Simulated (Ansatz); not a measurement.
## Cs2InAgCl6 (Fm-3m): a many-body input that goes wrong, and its mend

A first try at the G0W0 gap of Cs2InAgCl6 (Fm-3m), what the program said, and an input that works.

Program: Ansatz 0.2.0. Level of theory: G0W0 on LDA, plane waves, PAW. Results are calculated unless marked as measured.

In doubt: one-shot GW on d or f shells is unsure, so the values of those runs are not to be relied on.

### 1. The structure

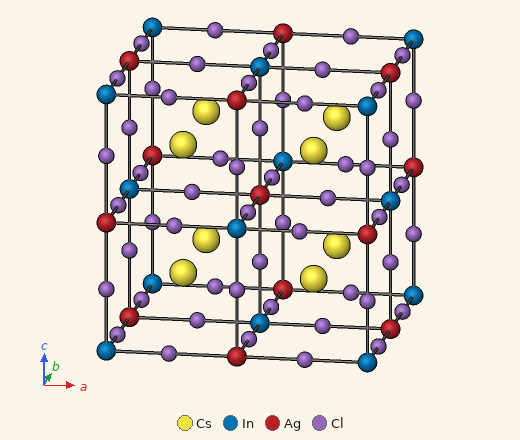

The cell as given, slightly off an axis (caesium yellow, indium blue, silver red, chlorine purple). This picture shows the conventional cell, with its axes. Some periodic images of atoms are drawn too.

Structure file:

```cif
data_structure
_symmetry_space_group_name_H-M 'P 1'
_symmetry_Int_Tables_number 1
_cell_length_a 7.4027
_cell_length_b 7.4027
_cell_length_c 7.4027
_cell_angle_alpha 60.000
_cell_angle_beta 60.000
_cell_angle_gamma 60.000
_cell_volume 286.85
loop_
_atom_site_label
_atom_site_type_symbol
_atom_site_fract_x
_atom_site_fract_y
_atom_site_fract_z
_atom_site_occupancy
Cs1 Cs 0.25000 0.25000 0.25000 1
Cs2 Cs 0.75000 0.75000 0.75000 1
In3 In 0.00000 0.00000 0.00000 1
Ag4 Ag 0.50000 0.50000 0.50000 1
Cl5 Cl 0.76021 0.23979 0.23979 1
Cl6 Cl 0.23979 0.76021 0.23979 1
Cl7 Cl 0.23979 0.76021 0.76021 1
Cl8 Cl 0.76021 0.23979 0.76021 1
Cl9 Cl 0.23979 0.23979 0.76021 1
Cl10 Cl 0.76021 0.76021 0.23979 1
```

The cell and positions come from the Crystallography Open Database and are kept as given unless a step says otherwise. Spin-orbit coupling is left out unless a step names it. The default PAW set here is soft_2. Its files were made with PBE.

### 2. First try

The input, input.yaml:

```yaml
crystal:
  lattice:
    - [0.0, 5.2345, 5.2345]
    - [5.2345, 0.0, 5.2345]
    - [5.2345, 5.2345, 0.0]
  atoms:
    - { symbol: Cs, position: [0.25, 0.25, 0.25] }
    - { symbol: Cs, position: [0.75, 0.75, 0.75] }
    - { symbol: In, position: [0.0, 0.0, 0.0] }
    - { symbol: Ag, position: [0.5, 0.5, 0.5] }
    - { symbol: Cl, position: [0.76021, 0.23979, 0.23979] }
    - { symbol: Cl, position: [0.23979, 0.76021, 0.23979] }
    - { symbol: Cl, position: [0.23979, 0.76021, 0.76021] }
    - { symbol: Cl, position: [0.76021, 0.23979, 0.76021] }
    - { symbol: Cl, position: [0.23979, 0.23979, 0.76021] }
    - { symbol: Cl, position: [0.76021, 0.76021, 0.23979] }
kpoints:
  mp_grid: { grid: [1, 1, 1] }
hamiltonian:
  xc: lda
scf:
  occupations: { method: fixed }
gw:
  n_empty_bands: 466
  ecut_chi: 80
  qp_bands: [v3, c3]
  qp_kpoints: band_edges
  screening: { model: contour_deformation }
```

Command:

```bash
$ ansatz run input.yaml --threads 3 --pin off --max-ram 92160MiB --backend cuda --events-out ev --progress --plain --runs-dir out --devices 1 --max-vram 13GiB
```

Numbers of over 12 decimals in the logs are rounded to 6 here.

Log:

```text
GPUs: using 1 of 1 available (devices: 1).
Engine: ansatz 0.2.0, x86_64-unknown-linux-gnu
Pseudopotentials: kind: paw
Pseudopotential: Cs, paw, valence charge 9, recommended cutoff 420 eV (normal), Cs.paw.azcp
Pseudopotential: In, paw, valence charge 13, recommended cutoff 420 eV (normal), In.paw.azcp
Pseudopotential: Ag, paw, valence charge 19, recommended cutoff 420 eV (normal), Ag.paw.azcp
Pseudopotential: Cl, paw, valence charge 7, recommended cutoff 420 eV (normal), Cl.paw.azcp
Functional definition: SPW92
  exchange = slater_x
  correlation = pw_c
device memory: the entry about to start is reckoned to put 1.7 GiB on a device that reports 54.7 GiB free (of which the cap on the GPU budget leaves the run 13.0 GiB)
GPU FFT provider: cuFFT
GPU libraries: cuBLAS 13.8.2, cuFFT 12.4.0, cuSOLVER 12.3.4
Crystal: 10 atoms, lattice volume = 286.850 Å³
Basis set: ecut = 420 eV, 5601 PW (Γ)
Bands: 56, of which v1, the nominal top of the filled ones, is band 46 counted from 1 (45 counted from 0)
Symmetry: 48 space group operations
Space group: Fm-3m (ITA 225), of the structure as read, at distance tolerance 6.6e-5 Å
k-points: 1
Non-local potential: Cs, projectors of the file, l = 0: 3, l = 1: 2, l = 2: 2, l = 3: 2
Non-local potential: In, projectors of the file, l = 0: 2, l = 1: 2, l = 2: 2, l = 3: 2
Non-local potential: Ag, projectors of the file, l = 0: 3, l = 1: 2, l = 2: 2, l = 3: 1
Non-local potential: Cl, projectors of the file, l = 0: 2, l = 1: 2, l = 2: 2
PAW form: soft (Blöchl's): semilocal exchange-correlation on the pseudo side does not see the compensation charge
PAW frozen core: Cs, regenerated for the run's functional, and the local potential with it (the file was generated under x = pbe(κ = 0.804, μ = 0.219515), c = pbe(β = 0.066725))
PAW frozen core: In, regenerated for the run's functional, and the local potential with it (the file was generated under x = pbe(κ = 0.804, μ = 0.219515), c = pbe(β = 0.066725))
PAW frozen core: Ag, regenerated for the run's functional, and the local potential with it (the file was generated under x = pbe(κ = 0.804, μ = 0.219515), c = pbe(β = 0.066725))
PAW frozen core: Cl, regenerated for the run's functional, and the local potential with it (the file was generated under x = pbe(κ = 0.804, μ = 0.219515), c = pbe(β = 0.066725))
PAW one-centre angular grid: Cs, 194 points (default); XC on 64 Gauss nodes
PAW one-centre angular grid: In, 590 points (default); XC on 64 Gauss nodes
PAW one-centre angular grid: Ag, 590 points (default); XC on 64 Gauss nodes
PAW one-centre angular grid: Cl, 110 points (default); XC on 64 Gauss nodes
Initial density: superposition of atomic densities (neutral atoms: chi_scale 0, normalization atom), corrected by the library's trained network
Initial wavefunctions: pseudopotential atomic-orbital guess
GPU buffer pool allocated for 125000 grid points (all kernels)
GPU transforms: local potential and band sums: pruned to the plane-wave sphere, on 50×50×50
Functional: x = slater, c = lda
SCF iter   1: F=—  HF=-30197.892527 eV  |F-HF|=—  |Δ(HF+E_count)|=         —  Δρ=8.49e-3  dr2=2.91e-1  ethr=1.77e-3  ⟨swp⟩=5.0  Hψ=186  notcnv=0  defer=5
preconditioner: auto → Resta (q_TF=auto, 2.257 Å⁻¹)  ε∞=4.0  [insulator: Δε(μ)=0.764 eV  Ē_g=11.597 eV  n_scr=58 (ndim 8)  ℏωp=20.1 eV  f_vac=0.035  ε∞_Penn≈4.0]
SCF iter   2: F=—  HF=-30197.792524 eV  |F-HF|=—  |Δ(HF+E_count)|=   1.00e-1  Δρ=3.38e-3  dr2=4.47e-2  ethr=3.16e-4  ⟨swp⟩=2.0  Hψ=88  notcnv=0  defer=8
SCF iter   3: F=—  HF=-30197.776761 eV  |F-HF|=—  |Δ(HF+E_count)|=   1.58e-2  Δρ=9.83e-4  dr2=3.24e-3  ethr=4.86e-5  ⟨swp⟩=2.0  Hψ=97  notcnv=0  defer=8
SCF iter   4: F=—  HF=-30197.776213 eV  |F-HF|=—  |Δ(HF+E_count)|=   5.49e-4  Δρ=4.74e-4  dr2=5.59e-4  ethr=3.52e-6  ⟨swp⟩=3.0  Hψ=123  notcnv=0  defer=8
SCF iter   5: F=—  HF=-30197.776114 eV  |F-HF|=—  |Δ(HF+E_count)|=   9.82e-5  Δρ=9.56e-5  dr2=3.04e-5  ethr=6.08e-7  ⟨swp⟩=2.0  Hψ=99  notcnv=0  defer=6
SCF iter   6: F=—  HF=-30197.776118 eV  |F-HF|=—  |Δ(HF+E_count)|=   3.42e-6  Δρ=2.06e-5  dr2=1.85e-6  ethr=3.31e-8  ⟨swp⟩=2.0  Hψ=71  notcnv=0  defer=5
SCF iter   7: F=—  HF=-30197.776118 eV  |F-HF|=—  |Δ(HF+E_count)|=   1.94e-7  Δρ=5.61e-6  dr2=1.35e-7  ethr=2.01e-9  ⟨swp⟩=2.0  Hψ=92  notcnv=0  defer=5
SCF iter   8: F=-30197.776118 eV  HF=-30197.776118 eV  |F-HF|=3.18e-9  |Δ(HF+E_count)|=   6.84e-9  Δρ=1.20e-6  dr2=6.64e-9  ethr=1.09e-10  ⟨swp⟩=14.0  Hψ=258  notcnv=0
SCF 1 converged in 8 iterations: F = -30197.776118 eV  dr2 = 6.64e-9
[...]
device memory: the entry about to start is reckoned to put 2.0 GiB on a device that reports 54.7 GiB free (of which the cap on the GPU budget leaves the run 13.0 GiB)
NSCF: frozen V_eff on 1 k-points
[...]
device memory: the entry about to start is reckoned to put 1.9 GiB on a device that reports 61.2 GiB free (of which the cap on the GPU budget leaves the run 13.0 GiB)
NSCF: frozen V_eff on 1 k-points
G₀W₀ screening: q 1/1
G₀W₀ self-energy: k 1/1
device memory: the entry about to start is reckoned to put 1.3 GiB on a device that reports 60.4 GiB free (of which the cap on the GPU budget leaves the run 13.0 GiB)
NSCF: frozen V_eff on 1 k-points
device memory: the entry about to start is reckoned to put 1.3 GiB on a device that reports 60.4 GiB free (of which the cap on the GPU budget leaves the run 13.0 GiB)
NSCF: frozen V_eff on 1 k-points
device memory: the entry about to start is reckoned to put 1.3 GiB on a device that reports 60.7 GiB free (of which the cap on the GPU budget leaves the run 13.0 GiB)
NSCF: frozen V_eff on 1 k-points
device memory: the entry about to start is reckoned to put 1.3 GiB on a device that reports 61.4 GiB free (of which the cap on the GPU budget leaves the run 13.0 GiB)
NSCF: frozen V_eff on 1 k-points
SCF converged after 8 iterations
Free energy (F): -30197.776118 eV
Harris-Foulkes:  -30197.776118 eV  (|F-HF|=3.18e-9)
Internal energy: -30197.776118 eV  (E = F + TS)
E sigma→0 (E₀):  -30197.776118 eV
Fermi energy:    4.074039 eV
--- Per-component energies (eV) ---
  E_band       = -676.684582
  E_kinetic    = 2043.294235
  E_local      = -7634.620844  (includes V_loc(G=0)·N_el)
  E_nonlocal   = 712.796926
  E_hartree    = 3143.992442
  E_xc         = -1376.216115
  E_vxc        = -1315.519811  (∫ρ·V_xc dr)
  E_paw        = -21355.971555  (= ΣΔE_a)
  E_vpaw       = -770.615949  (= ΣTr[D̂ρ^β])
  E_aug_tail   = 0.000881  (compensation charges beyond the density's cutoff)
  E_ewald      = -5733.745495
  E_core_change = 2.693407  (= ΣΔE_core)
  E_smearing   = -0.000000  (= −TS)
  E_closure    = -0.000000  (closes the sum)
  Σ components = -30197.776118   (vs F -30197.776118, Δ=0.00e0)
--- Band table (eV) ---
  k-point 0: bands = [... 42 lower, 3.3665, 3.3665, 4.0740, 4.0740, 4.7831, 8.8257, 8.9526, 8.9526, ... 6 higher]
--- G₀W₀: contour deformation, 7 samples at zero and on the imaginary axis and 1 off it, 1 q-point, 466 empty bands' worth ---
  eigenvalues of the whole cell's RPA ε∞ on this k-mesh (on a slab, of 1 + 4πα/V) = 10.9508, 10.9508, 10.9508; static W/v taken at q = 0 is 0.091318
  gw.qp_kpoints: band_edges: 1 of 1 stored k-point solved, in 1 pass; an edge of the gap read off the rows below is read off those points alone
  `?` marks the rows in doubt; gw_qp.tsv's column doubts and the gw_qp event give each row's grounds
    ik  band        ε_KS         Σx   Σc(E_QP)       V_xc       Z   E_QP_lin       E_QP  E_QP is
     0    44      3.3665   -21.6430     3.9550   -16.9261  0.7117     2.6234     2.6046  root ?
     0    45      4.0740   -28.2641     4.3980   -23.3497  0.7194     3.5454     3.5576  root
     0    46      4.0740   -28.2641     4.3980   -23.3497  0.7194     3.5454     3.5576  root
     0    47      4.7831    -8.9306    -4.9188   -14.7356  0.7405     5.7045     5.6694  root
     0    48      8.8257    -4.3262    -4.5271    -9.3352  0.7615     9.3178     9.3077  root
     0    49      8.9526    -5.6514    -4.7873   -11.0588  0.7510     9.5904     9.5726  root
```

Wall time 9.9 s (1 × NVIDIA H100 80GB HBM3 (shared by 6 runs) with 3 threads of AMD EPYC 7R13 (Zen 3), shared host); peak memory 1.2 GiB.

Q: What is the fault?

The run ended normally, though the input holds a fault or crude settings.

The fault: G0W0 on a mesh far too coarse. So few points can't sample the density or the screening, and the band edges may lie elsewhere in the zone.

It printed a gap of 2.11 eV, which is an artefact of the settings.

### 3. A better input

G0W0 replaces the xc potential by the self-energy, built once from these orbitals. Only a window of levels is corrected, while the sums run over the empty bands that the input names.

input.yaml: that of step 2 with these lines changed.

```diff
@@ -17,3 +17,3 @@
 kpoints:
-  mp_grid: { grid: [1, 1, 1] }
+  mp_grid: { grid: [2, 2, 2] }
 hamiltonian:
@@ -23,4 +23,4 @@
 gw:
-  n_empty_bands: 466
-  ecut_chi: 80
+  n_empty_bands: 501
+  ecut_chi: 84
   qp_bands: [v3, c3]
```

Log:

```text
GPUs: using 1 of 1 available (devices: 1).
[...]
GPU FFT provider: cuFFT
GPU libraries: cuBLAS 13.8.2, cuFFT 12.4.0, cuSOLVER 12.3.4
Crystal: 10 atoms, lattice volume = 286.850 Å³
Basis set: ecut = 420 eV, 5601 PW (Γ)
Bands: 56, of which v1, the nominal top of the filled ones, is band 46 counted from 1 (45 counted from 0)
[... 1 set-up line as in the run before ...]
[...]
k-points: 3 of 8
[...]
GPU buffer pool allocated for 125000 grid points (all kernels)
[...]
SCF iter   1: F=—  HF=-30203.227773 eV  |F-HF|=—  |Δ(HF+E_count)|=         —  Δρ=6.97e-3  dr2=1.31e-1  ethr=1.77e-3  ⟨swp⟩=5.0  Hψ=565  notcnv=0  defer=17
[...]
SCF iter   8: F=-30203.185192 eV  HF=-30203.185192 eV  |F-HF|=8.62e-10  |Δ(HF+E_count)|=   1.03e-8  Δρ=1.23e-6  dr2=5.84e-9  ethr=1.09e-10  ⟨swp⟩=16.7  Hψ=760  notcnv=0
SCF 1 converged in 8 iterations: F = -30203.185192 eV  dr2 = 5.84e-9
[...]
0    44      2.9985   -21.2619     3.3142   -16.9818  0.7487     2.0063     2.0326  root
     0    45      3.8817   -28.4710     3.6837   -24.1628  0.7477     3.2468     3.2572  root
     0    46      3.8817   -28.4710     3.6837   -24.1628  0.7477     3.2468     3.2572  root
     0    47      4.7634   -10.0366    -3.7294   -14.8159  0.7934     5.8353     5.8132  root
     0    48      8.7429    -4.7188    -3.7822    -9.4271  0.8197     9.6885     9.6690  root
     0    49      8.8880    -6.1850    -3.9649   -11.1289  0.8043     9.8912     9.8669  root
     1    44      2.7888   -21.1377     3.2301   -16.9855  0.7484     1.8420     1.8668  root
     1    45      3.3152   -27.8048     3.9390   -23.1501  0.7396     2.5838     2.5996  root
[...]
2    46      3.8780   -28.4642     3.6729   -24.1714  0.7479     3.2478     3.2580  root
     2    47      7.3409   -13.6975    -3.5255   -18.3301  0.7698     8.4533     8.4480  root
     2    48      9.3126   -10.9479    -4.7312   -16.8495  0.7628    10.5466    10.4831  root
     2    49     10.1160    -5.5394    -3.8112   -10.3511  0.8115    11.1397    11.1165  root
[key lines of the parts left out:]
SCF converged after 8 iterations
Free energy (F): -30203.185192 eV
Fermi energy:    3.881655 eV
```

Elapsed: 14 s, on 1 × NVIDIA H100 80GB HBM3 (shared by 6 runs) with 3 threads; peak memory 1.5 GiB.

This step gave:

```
bands summed                                 : 547
RPA ε∞ on this mesh (eigenvalues)            : 4.300, 4.300, 4.300
plane waves in the screening matrix          : 531
q-points in the mesh                         : 8
G0W0 gap on the mesh                         : 2.555 eV
k of the valence top                         : 0, -0.5, -0.5
k of the conduction bottom                   : 0, 0, 0
starting gap on the mesh                     : 0.8817 eV
Z at the valence top                         : 0.7479
Z at the conduction bottom                   : 0.7934
least direct G0W0 gap on the computed points : 2.556 eV
```

The gap on the mesh goes from 0.88 eV to 2.56 eV, a correction of +1.67 eV. Between the two edge states, bare exchange in place of the xc potential would open the gap by 9.07 eV, and correlation takes back 7.40 eV.

### 4. Outcome

```yaml
first_try: converged after 9.9 s
better_run: G0W0 gap on the mesh 2.56 eV (2×2×2 mesh, 501 empty bands, screening to 84 eV)
```

What this shows: The second run differs in: mesh, empty bands and screening cutoff (eV). Bands and cutoff are finite, so the gap is not at the basis limit. The miss can reach some tenths of an eV and take either sign; the mesh is an error of its own. The 2×2×2 mesh is coarse for this cell (its supercell is 15 Å along the shortest edge). The RPA ε∞ on it, from the LDA start, is 4.30; such meshes misread the long-range screening, most where the gap is narrow. A d shell, filled or nearly so, lies near the gap. One-shot GW converges very slowly in bands there, not always from below, and on a semilocal start the gap tends to come out low; starts rich in exact exchange can overshoot instead. The many-body steps are scalar-relativistic: spin-orbit coupling is not in them.

[Paths, hosts, dates, memory and timing lines, banners, echoed tables and standing remarks are left out of the program output.]

[Logs are printed without paths, hosts, clocks, repeated set-up lines and the standing remarks that a program may print on its own settings, such as how far it seeks lower states.]

[Runs of the session that timed out or met a known fault of the program may be left out.]

[Cells called generated may have been cut or substituted from an entry of the Crystallography Open Database or the Materials Project.]

[Hosts, paths, dates, database ids (printed as entryN), source tags and the programs' standing remarks are cut or masked in the printed files.]
